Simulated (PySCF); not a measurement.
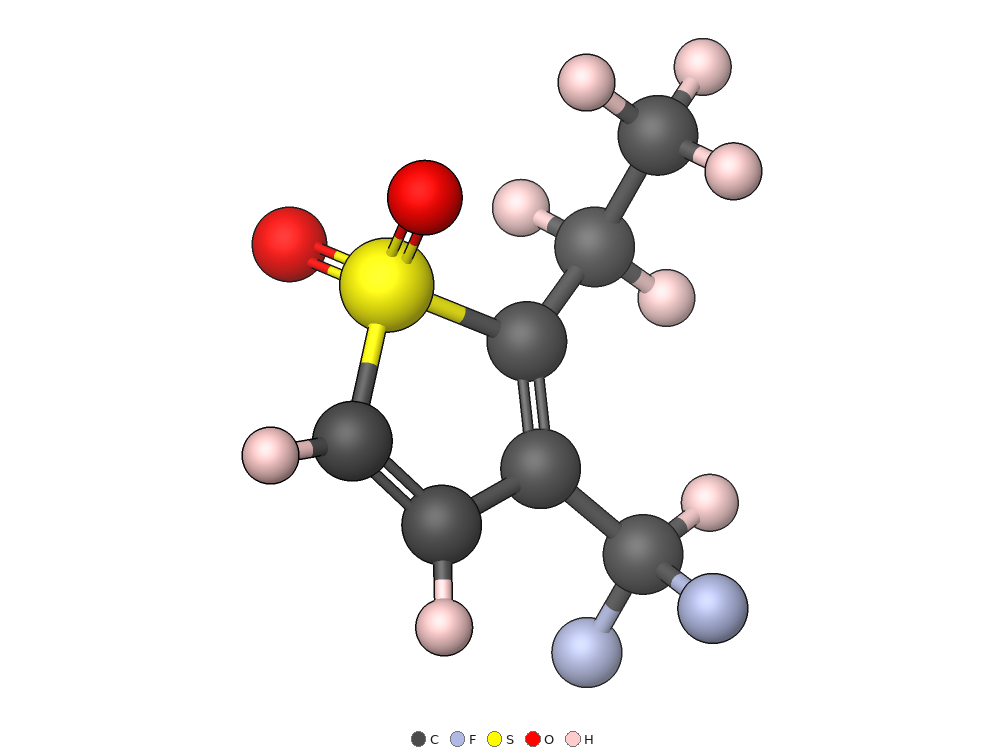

Rendered structure (ball-and-stick style).

Computed geometry: PBE0-D3(BJ)/def2-SVP optimisation. No frequency run is at hand to confirm it as a minimum.

Describe the molecule.

Formula C7H8F2O2S. SMILES: `CCC1=C(C(F)F)C=CS1(=O)=O`. Independent rings (smallest set): 1 of 5 members. Among its groups: alkene, sulfone, C–F bond. The point group is C1. Coordination, clear cases only: 3 C tetrahedral; 4 C trigonal planar.

The parts below concern this one geometry. Atoms keep their numbers from picture to picture.

## Geometry

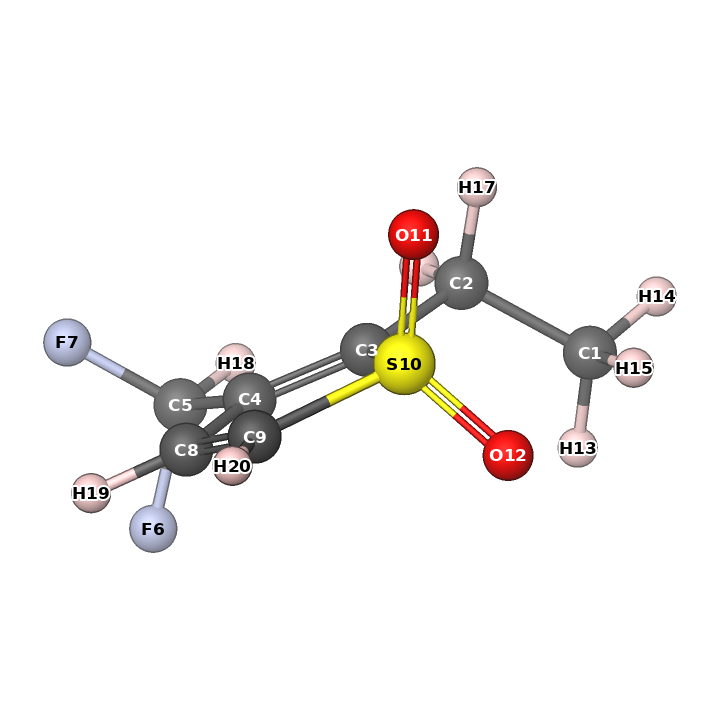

C3 lies behind S10. The molecule seen a little off the S10–C3 bond, S10 in front. Atoms fade into the background with distance from the viewer. No frequency run is at hand to confirm it as a minimum.

**What is the torsion angle O11–S10–C3–C2? The sign is positive where the front bond must turn clockwise to cover the back bond.**

62°, synclinal (gauche).

## Dipole moment

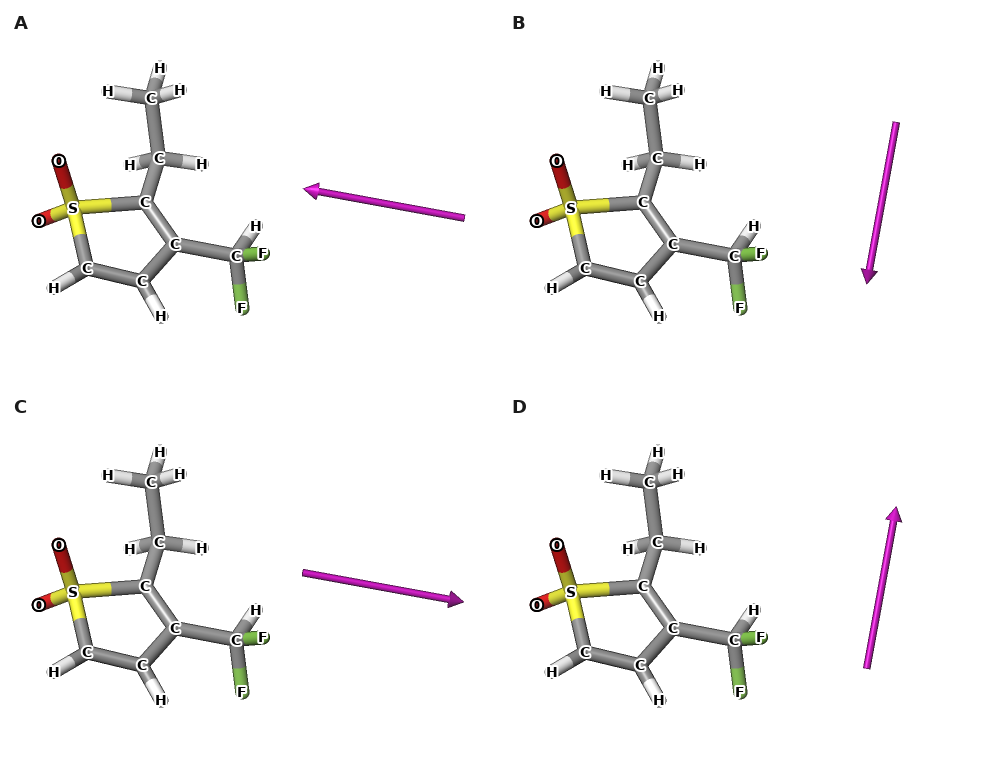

The same molecule four times, each with an arrow. No frequency run is at hand to confirm it as a minimum. Level of theory: PBE0/pcSseg-1 in chloroform (IEF-PCM) (PySCF 2.14.0).

**Which arrow points along the dipole moment, from the negative to the positive end?**

C. The dipole moment is 3.37 D.

## NMR shielding

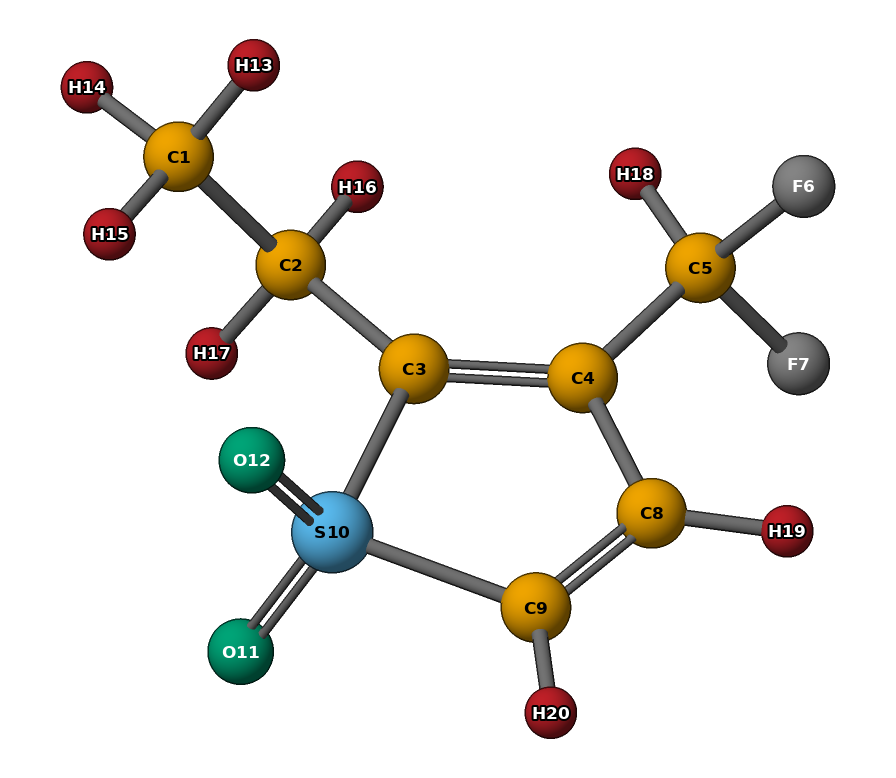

The questions are on isotropic NMR shieldings of the H atoms. No frequency run is at hand to confirm it as a minimum. Level of theory: GIAO PBE0/pcSseg-1 NMR shielding, non-relativistic, IEF-PCM chloroform (PySCF 2.14.0).

List the isotropic NMR shieldings of the H atoms.

```csv
atom,σ (ppm)
H13,30.35
H14,30.00
H15,29.26
H16,28.47
H17,28.51
H18,24.54
H19,23.93
H20,24.30
```

## Quadrupole coupling

No frequency run is at hand to confirm it as a minimum. Electric field gradients from the ground-state density, PBE0/pcSseg-1 in acetonitrile (IEF-PCM) (PySCF 2.14.0), non-relativistic apart from any core potentials.

Give the largest field-gradient component, the quadrupole coupling constant and the asymmetry for 33S at S10 (Q = −67.81 mb), 17O at O11 (Q = −25.6 mb), 17O at O12 (Q = −25.6 mb), 2H at H13 (Q = 2.86 mb), 2H at H14 (Q = 2.86 mb).

```tsv
atom	V_zz (a.u.)	e²qQ/h (MHz)	η
S10	−0.048	0.762	0.55
O11	1.410	−8.48	0.13
O12	1.435	−8.63	0.15
H13	0.290	0.195	0.04
H14	0.292	0.196	0.03
```

## Ring current

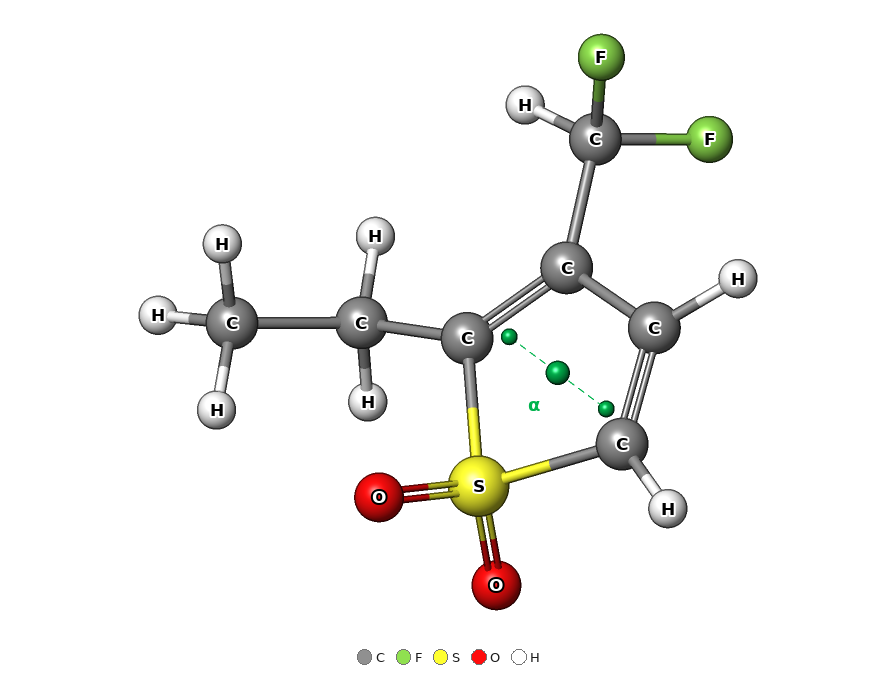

The small points mark where nucleus-independent chemical shifts (NICS) were computed: at the centre of each lettered ring and 1 Å above and below it. No frequency run is at hand to confirm it as a minimum. Level of theory: GIAO PBE0/pcSseg-1 NMR shielding, non-relativistic, IEF-PCM acetonitrile (PySCF 2.14.0).

Give NICS(0), NICS(1) and the out-of-plane component NICS(1)zz for each ring (means of the two sides).

```json
{"ring": "α", "members": "C4S", "NICS(0)": "−0.8", "NICS(1)": "−2.5", "NICS(1)zz": "1.7"}
```

Values in ppm.

**What do the values say about the ring currents?**

Ring α: weak, as in a non-aromatic ring. NICS is one index among several.
